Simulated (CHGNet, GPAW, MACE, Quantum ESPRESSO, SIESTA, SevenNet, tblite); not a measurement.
**Twisted Ti3C2O2 MXene bilayer, 38.21° (98 atoms): forces by two methods**

Ti3C2O2 MXene (a = 3.04 Å) under Ti3C2O2 MXene (a = 3.04 Å), bilayer, commensurate cell of 7 unit cells a layer, twist 38.21 deg; facing planes 2.85 Å apart; 14 Å of vacuum; layers as built, displaced by a Gaussian of 0.01 Å. Then every atom was moved at random, 0.02 Å r.m.s. a Cartesian component.

Two calculations on one geometry. First: Kohn-Sham DFT, PBE, PAW, plane waves; plane waves 600 eV; levels smeared at 580 K (GPAW 26.7.0; Γ point). Second: Kohn-Sham DFT, PBE, SSSP efficiency 1.3.0 pseudopotentials, plane waves; sssp-1.3.0-efficiency; 60/480 Ry; levels smeared at 580 K (Quantum ESPRESSO 7.5; sssp-pbe-1.3.0-efficiency, cutoffs 60/480 Ry, Γ point).

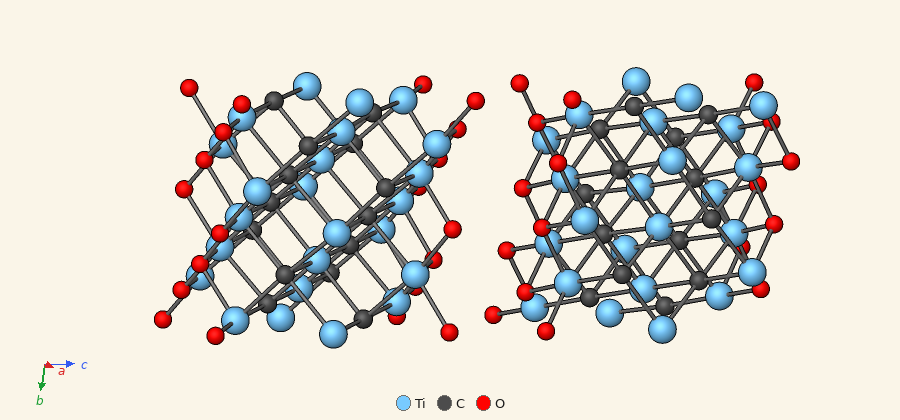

The structure (titanium blue, carbon dark grey, oxygen red). Bonds to atoms that aren't drawn are left out. Some periodic images of atoms are drawn too.

Cell vectors (Å):

```
8.043 0.000 0.000
-4.022 6.966 0.000
0.000 0.000 30.650
```

Atom, position (Å) and force of the first calculation (eV/Å):

```
1 Ti 0.018 0.013 10.478 -0.074 0.034 -0.506
2 C 0.582 1.652 11.734 -0.199 -0.529 -0.409
3 C 1.684 0.325 9.181 -0.027 -0.385 0.320
4 Ti 1.704 0.345 12.994 0.753 0.410 0.061
5 Ti 0.589 1.634 7.885 0.056 0.833 0.374
6 O -4.005 6.965 13.906 -0.337 -0.276 0.340
7 O 8.010 0.023 7.006 0.255 -0.442 -0.800
8 Ti -0.573 2.950 10.488 0.098 0.944 -0.628
9 C 0.012 4.639 11.734 -0.316 -0.500 -0.729
10 C 1.141 3.294 9.185 -0.218 -0.152 0.101
11 Ti 1.150 3.301 12.996 0.166 0.470 0.171
12 Ti 0.027 4.655 7.904 0.206 0.203 -0.167
13 O -0.564 3.002 13.881 -0.417 -0.346 0.470
14 O -0.625 3.001 6.970 0.365 -0.222 -0.216
15 Ti -1.147 5.949 10.467 0.595 0.587 -0.362
16 C 3.459 0.591 11.745 -0.631 0.505 -0.778
17 C 0.568 6.281 9.201 -0.408 -0.105 0.149
18 Ti 0.536 6.275 13.022 0.358 0.722 0.162
19 Ti 3.461 0.681 7.889 0.731 0.269 0.208
20 O -1.127 5.941 13.899 -0.484 -0.048 0.624
21 O -1.168 5.957 6.996 -0.171 -0.045 -0.307
22 Ti 2.319 1.999 10.436 0.531 0.151 0.095
23 C 2.869 3.617 11.713 -0.143 0.019 -0.298
24 C 3.981 2.331 9.163 -0.276 -0.692 0.712
25 Ti 4.030 2.335 13.016 -0.119 -0.566 0.024
26 Ti 2.854 3.618 7.919 0.665 0.832 -0.125
27 O 2.293 2.021 13.925 0.010 -0.497 0.244
28 O 2.299 1.977 7.003 -0.318 -0.179 -0.876
29 Ti 1.715 4.960 10.437 0.179 0.496 0.256
30 C 2.278 6.656 11.702 0.344 -0.514 -0.221
31 C 3.429 5.270 9.169 0.050 0.103 0.794
32 Ti 3.444 5.309 13.012 -0.312 0.386 -0.254
33 Ti 2.308 6.654 7.915 -0.293 0.031 -0.075
34 O 1.704 4.992 13.887 0.455 -0.436 0.594
35 O 1.738 5.034 6.985 -0.396 -0.688 -0.216
36 Ti 5.207 1.025 10.487 -0.185 -0.413 -0.329
37 C 5.715 2.641 11.699 0.280 -0.187 0.028
38 C 6.875 1.325 9.189 0.054 -0.206 0.651
39 Ti 6.923 1.314 12.978 -0.469 0.169 0.574
40 Ti 5.775 2.699 7.897 0.157 0.194 -0.064
41 O 5.182 0.991 13.925 -0.012 -0.077 -0.038
42 O 5.177 1.001 7.007 -0.306 -0.298 -0.317
43 Ti 4.588 4.015 10.479 0.266 0.149 -0.792
44 C -2.855 5.617 11.711 -0.747 -0.209 0.026
45 C -1.703 4.277 9.197 -0.570 0.025 0.460
46 Ti -1.760 4.304 13.011 0.703 0.220 0.065
47 Ti -2.884 5.670 7.876 0.479 -0.199 0.134
48 O 4.572 3.937 13.896 0.147 0.379 0.740
49 O 4.624 3.977 7.014 -0.473 0.083 -0.539
50 Ti 5.736 1.942 20.166 0.216 0.522 0.445
51 C 4.568 0.691 21.449 0.308 -0.495 -0.131
52 C 4.040 2.300 18.933 -0.595 0.120 0.265
53 Ti 3.988 2.275 22.748 0.383 0.243 -0.030
54 Ti 4.603 0.648 17.630 0.196 0.481 -0.159
55 O 5.740 2.006 23.668 -0.044 -0.054 -0.030
56 O 5.763 1.978 16.781 -0.224 -0.184 -0.701
57 Ti 3.460 4.006 20.214 0.264 -0.542 0.007
58 C 2.297 2.670 21.493 -0.169 0.064 -1.010
59 C 1.719 4.303 18.906 -0.179 0.026 0.835
60 Ti 1.733 4.319 22.759 0.223 -0.312 0.143
61 Ti 2.305 2.644 17.661 0.368 0.562 -0.175
62 O 3.444 3.967 23.611 -0.022 0.128 1.084
63 O 3.434 3.992 16.760 0.041 -0.291 -0.562
64 Ti 2.879 0.989 20.163 0.035 -0.041 0.480
65 C -2.299 6.660 21.496 -0.197 -0.280 -0.659
66 C 1.184 1.286 18.898 -0.622 0.122 0.957
67 Ti 1.101 1.322 22.795 0.404 -0.104 -0.413
68 Ti -2.290 6.661 17.646 0.032 0.100 -0.051
69 O 2.903 1.018 23.640 -0.297 -0.308 0.852
70 O 2.833 0.974 16.732 0.540 0.057 -0.464
71 Ti 1.151 5.943 20.197 0.139 0.301 -0.186
72 C -0.009 4.618 21.475 0.137 0.291 -0.536
73 C -0.574 6.283 18.942 -0.081 0.094 0.206
74 Ti -0.567 6.281 22.771 -0.253 0.197 -0.300
75 Ti -0.014 4.661 17.621 0.344 0.124 -0.049
76 O 1.139 5.988 23.664 -0.064 -0.005 0.402
77 O 1.136 5.999 16.716 -0.082 -0.276 -0.210
78 Ti 0.603 3.027 20.208 -0.047 -0.512 0.188
79 C -0.586 1.655 21.475 0.025 -0.147 -0.554
80 C -1.154 3.294 18.919 0.123 0.228 0.531
81 Ti -1.145 3.342 22.755 -0.207 -0.800 0.154
82 Ti -0.568 1.693 17.661 0.143 0.138 -0.301
83 O 0.562 2.987 23.687 -0.068 0.203 0.196
84 O 0.554 3.013 16.749 0.143 -0.424 -0.400
85 Ti 4.020 6.951 20.200 0.524 0.579 0.114
86 C 2.853 5.616 21.504 0.000 0.444 -0.779
87 C 6.310 0.322 18.929 -0.069 -0.212 0.622
88 Ti 6.319 0.338 22.742 0.113 0.132 0.226
89 Ti 2.893 5.642 17.634 0.270 -0.025 -0.080
90 O 0.031 0.052 23.684 -0.586 -0.408 0.467
91 O -4.007 6.963 16.760 -0.328 -0.043 -0.519
92 Ti -1.705 4.954 20.193 -0.285 0.264 0.060
93 C 5.171 3.686 21.432 -0.040 -0.087 -0.061
94 C 4.603 5.304 18.901 -0.320 -0.297 0.849
95 Ti 4.592 5.289 22.745 0.153 0.009 -0.337
96 Ti 5.205 3.688 17.680 -0.280 -0.002 -0.318
97 O -1.736 4.936 23.645 0.087 0.502 0.825
98 O -1.706 4.958 16.711 -0.160 -0.087 -0.193
```

**Question.** What forces does the second calculation give?

Atom and force (eV/Å):

```
1 -0.066 0.042 -0.501
2 -0.207 -0.532 -0.414
3 -0.037 -0.388 0.323
4 0.730 0.414 0.096
5 0.074 0.812 0.330
6 -0.330 -0.273 0.221
7 0.253 -0.437 -0.689
8 0.101 0.940 -0.624
9 -0.314 -0.499 -0.736
10 -0.216 -0.153 0.105
11 0.163 0.460 0.219
12 0.214 0.212 -0.206
13 -0.409 -0.344 0.370
14 0.331 -0.224 -0.132
15 0.597 0.591 -0.355
16 -0.629 0.488 -0.783
17 -0.410 -0.115 0.156
18 0.338 0.701 0.216
19 0.737 0.292 0.158
20 -0.455 -0.055 0.507
21 -0.186 -0.050 -0.218
22 0.531 0.166 0.090
23 -0.145 0.011 -0.308
24 -0.291 -0.694 0.713
25 -0.107 -0.527 0.077
26 0.666 0.816 -0.154
27 0.004 -0.488 0.124
28 -0.317 -0.182 -0.771
29 0.179 0.496 0.252
30 0.340 -0.506 -0.234
31 0.042 0.093 0.798
32 -0.307 0.390 -0.209
33 -0.281 0.035 -0.133
34 0.446 -0.422 0.488
35 -0.405 -0.677 -0.132
36 -0.171 -0.408 -0.319
37 0.274 -0.196 0.013
38 0.045 -0.210 0.658
39 -0.452 0.167 0.612
40 0.177 0.222 -0.124
41 -0.016 -0.075 -0.148
42 -0.314 -0.310 -0.221
43 0.270 0.157 -0.783
44 -0.745 -0.219 0.013
45 -0.571 0.016 0.465
46 0.699 0.226 0.109
47 0.488 -0.186 0.080
48 0.143 0.355 0.619
49 -0.456 0.075 -0.436
50 0.213 0.514 0.438
51 0.303 -0.482 -0.141
52 -0.595 0.110 0.276
53 0.353 0.210 0.029
54 0.220 0.475 -0.208
55 -0.044 -0.055 -0.106
56 -0.219 -0.201 -0.605
57 0.269 -0.533 0.013
58 -0.166 0.069 -1.011
59 -0.181 0.023 0.843
60 0.244 -0.307 0.181
61 0.372 0.566 -0.212
62 -0.029 0.138 0.966
63 0.029 -0.281 -0.460
64 0.043 -0.042 0.474
65 -0.201 -0.277 -0.663
66 -0.612 0.112 0.955
67 0.372 -0.129 -0.352
68 0.034 0.138 -0.098
69 -0.271 -0.280 0.747
70 0.519 0.044 -0.340
71 0.143 0.296 -0.186
72 0.133 0.285 -0.539
73 -0.087 0.091 0.214
74 -0.239 0.189 -0.257
75 0.337 0.117 -0.103
76 -0.072 -0.002 0.321
77 -0.095 -0.265 -0.089
78 -0.049 -0.499 0.191
79 0.022 -0.151 -0.554
80 0.118 0.222 0.530
81 -0.205 -0.775 0.206
82 0.133 0.161 -0.346
83 -0.070 0.194 0.119
84 0.127 -0.422 -0.293
85 0.527 0.578 0.112
86 -0.004 0.436 -0.782
87 -0.073 -0.206 0.631
88 0.111 0.127 0.263
89 0.292 -0.031 -0.124
90 -0.562 -0.369 0.362
91 -0.323 -0.059 -0.426
92 -0.281 0.259 0.059
93 -0.043 -0.074 -0.073
94 -0.322 -0.304 0.851
95 0.154 -0.015 -0.299
96 -0.263 0.016 -0.352
97 0.090 0.484 0.723
98 -0.152 -0.104 -0.067
```

The two sets differ by 36.9 meV/Å r.m.s., 9.8 % of the r.m.s. force of the Quantum ESPRESSO run. The runs have no spin polarisation, so any moments at edges, vacancies or dangling bonds can't form. The electronic-structure runs sample only Γ, in a cell whose shortest periodic width is 7 Å, which is coarse for a cell with partly filled levels.

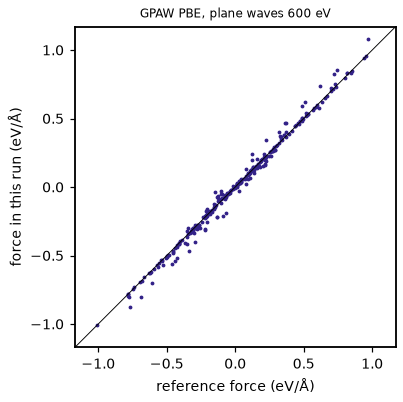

Force components against those of the reference; the line marks equality.

[Logs are printed without paths, hosts, clocks, repeated set-up lines and the standing remarks that a program may print on its own settings, such as how far it seeks lower states.]

[Hosts, paths, dates, database ids (printed as entryN), source tags and the programs' standing remarks are cut or masked in the printed files.]
